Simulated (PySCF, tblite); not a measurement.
# BFH2O2, a small molecule taken as a stand-in for a surface group (boron hydroxide): NMR shifts, core binding energies and electronic excitations, part 2 of 2

tblite 0.8.0 and PySCF 2.14.0. Atoms count from 0, parts from 1. Earlier steps stand in the parts before.

## 5. X-ray photoelectron lines: SCAN, X2C

Job settings and geometry (Å):

```
{"job": {"kind": "xps", "holes": 5}, "charge": 0, "multiplicity": 1}
O     -1.020621    -0.497879    -0.562134
B      0.173418    -0.078322    -0.094899
O      0.277784     0.632878     1.056997
F      1.264067    -0.382722    -0.798770
H     -1.743096    -0.230461     0.013895
H      1.188157     0.862490     1.267336
```

With the program's defaults for keys left out, this is: delta-SCF UKS SCAN, pcX-2 on the ionised atom, pcseg-1 elsewhere, spin-free X2C.

The program printed:

```text
ground state, core basis on atom 0 (O), 97 functions
  cycle   1  E = -276.45328997  |g| = 9.87e-01
  cycle   2  E = -276.19288645  |g| = 1.57e+00
  cycle   3  E = -276.61326077  |g| = 1.27e-01
  cycle   4  E = -276.61544034  |g| = 6.08e-02
  cycle   5  E = -276.61600015  |g| = 1.12e-02
  cycle   6  E = -276.61601958  |g| = 4.37e-03
  cycle   7  E = -276.61602303  |g| = 2.65e-03
  cycle   8  E = -276.61602379  |g| = 3.95e-04
  E(ground) = -276.61553629 Eh
hole in O 1s of atom 0
  cycle   1  E = -255.99229790  |g| = 2.21e+00
  cycle   2  E = -255.74972948  |g| = 2.06e+00
  cycle   3  E = -256.73122358  |g| = 4.05e-01
  cycle   4  E = -256.74685625  |g| = 2.98e-01
  cycle   5  E = -256.77693824  |g| = 3.23e-02
  cycle   6  E = -256.77718456  |g| = 2.17e-02
  cycle   7  E = -256.77733853  |g| = 5.99e-03
  cycle   8  E = -256.77735085  |g| = 1.40e-03
  cycle   9  E = -256.77735122  |g| = 3.40e-04
  E(ion) = -256.77829955 Eh   <S^2> = 0.7607   hole on atom = 1.000   binding energy = 539.799 eV
ground state, core basis on atom 1 (B), 97 functions
  cycle   1  E = -276.58826491  |g| = 8.49e-02
  cycle   2  E = -276.58684183  |g| = 1.16e-01
  cycle   3  E = -276.58921969  |g| = 1.58e-02
  cycle   4  E = -276.58925098  |g| = 9.35e-03
  cycle   5  E = -276.58926666  |g| = 2.08e-03
  cycle   6  E = -276.58926666  |g| = 2.30e-04
  E(ground) = -276.59271114 Eh
hole in B 1s of atom 1
  cycle   1  E = -268.89763473  |g| = 1.17e+00
  cycle   2  E = -268.42149763  |g| = 1.51e+00
  cycle   3  E = -269.16141868  |g| = 4.94e-01
  cycle   4  E = -269.24333901  |g| = 1.63e-01
  cycle   5  E = -269.25103629  |g| = 6.67e-02
  cycle   6  E = -269.25235232  |g| = 2.25e-02
  cycle   7  E = -269.25251902  |g| = 5.64e-03
  cycle   8  E = -269.25251688  |g| = 6.64e-03
  cycle   9  E = -269.25253496  |g| = 9.14e-04
  cycle  10  E = -269.25253498  |g| = 3.14e-04
  E(ion) = -269.25746711 Eh   <S^2> = 0.7677   hole on atom = 1.000   binding energy = 199.602 eV
ground state, core basis on atom 2 (O), 97 functions
  cycle   1  E = -276.61500786  |g| = 9.98e-02
  cycle   2  E = -276.61436592  |g| = 7.47e-02
  cycle   3  E = -276.61477447  |g| = 5.56e-02
  cycle   4  E = -276.61528281  |g| = 2.68e-03
  cycle   5  E = -276.61528381  |g| = 9.15e-04
  cycle   6  E = -276.61528247  |g| = 1.38e-04
  E(ground) = -276.61530294 Eh
hole in O 1s of atom 2
  cycle   1  E = -255.98527381  |g| = 2.21e+00
  cycle   2  E = -255.68536623  |g| = 2.10e+00
  cycle   3  E = -256.70295807  |g| = 4.76e-01
  cycle   4  E = -256.72524839  |g| = 3.65e-01
  cycle   5  E = -256.77072250  |g| = 3.76e-02
  cycle   6  E = -256.77097353  |g| = 3.00e-02
  cycle   7  E = -256.77127993  |g| = 5.63e-03
  cycle   8  E = -256.77129017  |g| = 1.44e-03
  cycle   9  E = -256.77129153  |g| = 3.48e-04
  E(ion) = -256.77246909 Eh   <S^2> = 0.7607   hole on atom = 1.000   binding energy = 539.951 eV
ground state, core basis on atom 3 (F), 97 functions
  cycle   1  E = -276.62915074  |g| = 1.33e-01
  cycle   2  E = -276.62729123  |g| = 1.29e-01
  cycle   3  E = -276.62944578  |g| = 5.80e-02
  cycle   4  E = -276.62997929  |g| = 5.30e-03
  cycle   5  E = -276.62998399  |g| = 1.12e-03
  cycle   6  E = -276.62998396  |g| = 2.19e-04
  E(ground) = -276.63524766 Eh
hole in F 1s of atom 3
  cycle   1  E = -250.27780495  |g| = 2.58e+00
  cycle   2  E = -250.28599641  |g| = 2.08e+00
  cycle   3  E = -251.09079841  |g| = 4.08e-01
  cycle   4  E = -251.09690465  |g| = 3.56e-01
  cycle   5  E = -251.14343695  |g| = 3.50e-02
  cycle   6  E = -251.14346222  |g| = 3.47e-02
  cycle   7  E = -251.14391847  |g| = 3.33e-03
  cycle   8  E = -251.14392210  |g| = 1.20e-03
  cycle   9  E = -251.14392284  |g| = 1.99e-04
  E(ion) = -251.15561875 Eh   <S^2> = 0.7561   hole on atom = 1.000   binding energy = 693.336 eV
```

Run time: 17 s. Hardware: 1 thread of Arm Neoverse N1, shared host; peak memory 0.43 GiB.

Binding energies by hole, beside the orbital energy of the ground state; the difference holds orbital relaxation and, for a density functional, its self-interaction error:

```csv
hole,stands for,environment,ΔSCF (eV),−ε (eV),⟨S²⟩
O1s on O0,O0,"oxygen bonded to B, H",539.80,517.2,0.761
B1s on B1,B1,"boron bonded to F, 2 O",199.60,182.4,0.768
O1s on O2,O2,"oxygen bonded to B, H",539.95,517.4,0.761
F1s on F3,F3,fluorine bonded to B,693.34,666.7,0.756
```

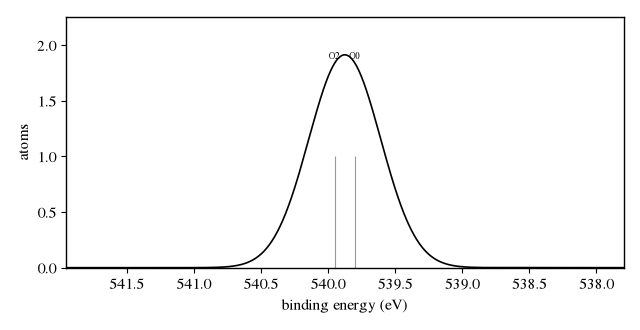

The O1s photoelectron lines, weighted by the number of atoms. Lines are broadened to a width of 0.60 eV (Gaussian).

## 6. Ultraviolet spectrum: CAM-B3LYP/def2-SVPD

Settings changed since step 5:

```diff
@@ -1,2 +1,2 @@
-{"job": {"kind": "xps", "holes": 5}, "charge": 0, "multiplicity": 1}
+{"job": {"kind": "uv", "xc": "CAM-B3LYP", "basis": "def2-SVPD", "nstates": 6, "ntriplets": 2, "ip": true}, "charge": 0, "multiplicity": 1}
 O     -1.020621    -0.497879    -0.562134
```

With the program's defaults for keys left out, this is: TDDFT CAM-B3LYP/def2-SVPD, vertical, gas phase, core orbitals frozen in the response.

The program printed:

```text
coarse grid: 5584 points
cycle   1  E = -276.0626554999  dE =  5.408e-01  |g| = 8.739e-01  |ddm| = 2.893e+00
cycle   2  E = -276.0263983879  dE =  3.626e-02  |g| = 1.024e+00  |ddm| = 1.564e+00
cycle   3  E = -276.2036362518  dE = -1.772e-01  |g| = 3.979e-02  |ddm| = 7.781e-01
cycle   4  E = -276.2038796488  dE = -2.434e-04  |g| = 2.269e-02  |ddm| = 4.984e-02
cycle   5  E = -276.2039556073  dE = -7.596e-05  |g| = 8.334e-03  |ddm| = 1.926e-02
cycle   6  E = -276.2039673247  dE = -1.172e-05  |g| = 6.901e-04  |ddm| = 6.390e-03
cycle   7  E = -276.2039674561  dE = -1.314e-07  |g| = 1.602e-04  |ddm| = 1.129e-03
final grid: 55976 points
cycle   8  E = -276.2528274331  dE = -3.131e-05  |g| = 1.950e-03  |ddm| = 2.879e-02
cycle   9  E = -276.2528276049  dE = -1.718e-07  |g| = 1.897e-03  |ddm| = 3.212e-03
cycle  10  E = -276.2528281876  dE = -5.827e-07  |g| = 2.122e-04  |ddm| = 1.488e-03
cycle  11  E = -276.2528281980  dE = -1.040e-08  |g| = 3.721e-05  |ddm| = 2.469e-04
cycle  12  E = -276.2528281984  dE = -3.445e-10  |g| = 1.819e-05  |ddm| = 6.175e-05
converged SCF energy = -276.2528281984

Static polarisability (au): isotropic 23.501, principal 19.076 24.389 27.036

Singlet excitations
state   eV       nm        f      main configurations
  1   8.3335    148.8   0.00000   H->L 0.92
  2   9.1974    134.8   0.05337   H->L+1 0.51, H-2->L 0.43
  3   9.4449    131.3   0.01553   H-1->L 0.89
  4   9.7758    126.8   0.05985   H-3->L 0.81, H-1->L+1 0.09
  5  10.0360    123.5   0.00298   H-2->L 0.51, H->L+1 0.40
  6  10.5443    117.6   0.00034   H->L+2 0.50, H-2->L+1 0.29, H->L+5 0.09

Triplet excitations (Tamm-Dancoff, eV): 8.0601 8.8244
Vertical ionisation energy (delta-SCF) = 12.8232 eV
```

Wall time 48 s (1 thread of Arm Neoverse N1, shared host); peak memory 0.47 GiB.

The orbitals next to the gap, with their largest atomic shares:

```csv
orbital,eV,atoms
HOMO−3,-12.84,"O0 61 %, O2 13 %, B1 11 %"
HOMO−2,-12.60,"O2 34 %, F3 26 %, O0 25 %"
HOMO−1,-12.54,"O2 51 %, F3 24 %, O0 16 %"
HOMO,-11.43,"O0 48 %, O2 39 %, B1 8 %"
LUMO,0.34,"B1 59 %, O2 11 %, O0 10 %"
LUMO+1,1.60,"O2 38 %, O0 24 %, H5 15 %"
LUMO+2,2.48,"O2 26 %, O0 24 %, F3 19 %"
```

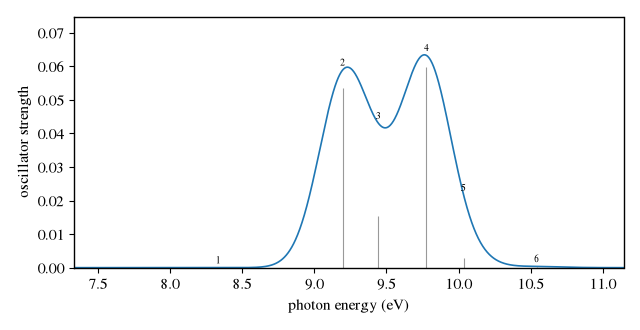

Absorption spectrum from the 6 singlet states computed; above the last one it falls off for lack of states. Lines are broadened to a width of 0.40 eV (Gaussian).

Further results of this job:

```csv
property,computed
dipole moment (D),1.92
polarisability (Å³),3.48
HOMO–LUMO gap (eV),11.77
−ε(HOMO) (eV),11.43
```

## 7. Results

What follows sums up all 2 parts.

```
                                   quantity                        value
                                point group                           Cs
       rotational constants (main isotopes)        10.29, 9.97, 5.06 GHz
      1H shifts against TMS (PBE0/pcSseg-2)               3.14, 2.99 ppm
     17O shifts against H2O (PBE0/pcSseg-2)               79.2, 77.8 ppm
11B shifts against BF3·OEt2 (PBE0/pcSseg-2)                     16.7 ppm
   19F shifts against CFCl3 (PBE0/pcSseg-2)                   -140.4 ppm
      surface potential, 1st and 99th percentile           -1.27 V and 2.81 V
           O1s binding energies, SCAN/pcX-2      O2 539.95, O0 539.80 eV
           B1s binding energies, SCAN/pcX-2                 B1 199.60 eV
           F1s binding energies, SCAN/pcX-2                 F3 693.34 eV
       lowest singlet (CAM-B3LYP/def2-SVPD)  8.33 eV (149 nm), f = 0.000
   brightest single state of those computed  state 4, 9.78 eV, f = 0.060
                             lowest triplet                      8.06 eV
          vertical ionisation energy (ΔSCF)                     12.82 eV
```

The optimisation took 6 steps and gained 0.072 eV; among the close pairs (by a distance rule), B1–F3 changed most, from 1.370 to 1.333 Å (PBE0/def2-SVP). At PBE0/pcSseg-2: The widest tensor belongs to F3: span 165 ppm, with a paramagnetic part of -152 ppm. The O1s levels kept as sound span 0.15 eV, from O0 (oxygen bonded to B, H) up to O2 (oxygen bonded to B, H). The first singlet state (HOMO→LUMO 0.92) lies at 8.33 eV and is dark; of the 6 states computed, the strongest absorption comes from state 4 at 9.78 eV. The lowest triplet lies 0.27 eV below the lowest singlet (triplets in Tamm-Dancoff, singlets in full TDDFT). The orbital energy would give 11.43 eV for ionisation, ΔSCF gives 12.82 eV.
